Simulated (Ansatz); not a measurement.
| atom | x (Å) | y (Å) | z (Å) |
| --- | --- | --- | --- |
| C | -0.2466 | -0.6034 | 1.5055 |
| B | -1.1204 | -1.7131 | 1.8915 |
| Ga | 1.3070 | -1.6128 | 2.0471 |
| H | -2.3393 | -1.8495 | 1.8486 |
| H | -0.5254 | 0.3676 | 1.0829 |
| H | -0.5466 | -2.7372 | 2.3600 |

Geometry: PBE0-D3(BJ)/def2-SVPD.

Theory: isolated molecule in a Gaussian basis; Kohn-Sham density functional theory, functional PBE0 (Ansatz 0.2.0).

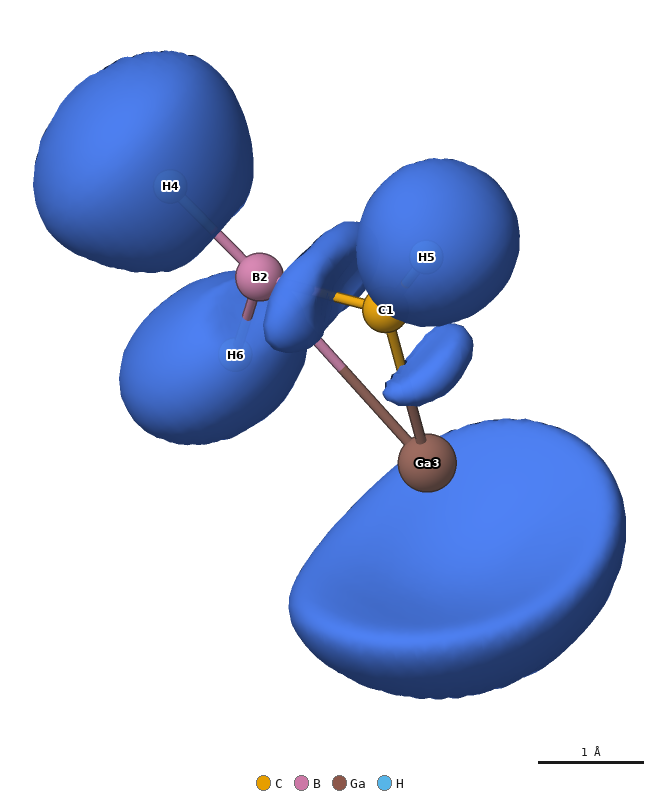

CH3BGa (SMILES [BH2-]1[CH-][Ga+]1) (charge −1). Isosurface of the ELF at 0.85 (blue), seen at an oblique angle. Core shells and regions of very low density are left out.

Q: Describe the localisation domains.

A: The surface consists of one region between bonded B–C atoms (shared pairs), three regions around hydrogen nuclei, one lobe on C, pointing away from the bonds (lone pairs) and one lobe on Ga, pointing away from the bonds (lone pairs). Profiles from the grid: C–B (1.46 Å): the ELF peaks at about 0.95 between the atoms; a covalent bond. C–Ga (1.93 Å): the ELF peaks at about 0.85 in the valence shell of C, 0.7 Å from its nucleus, and is about 0.40 at the midpoint.
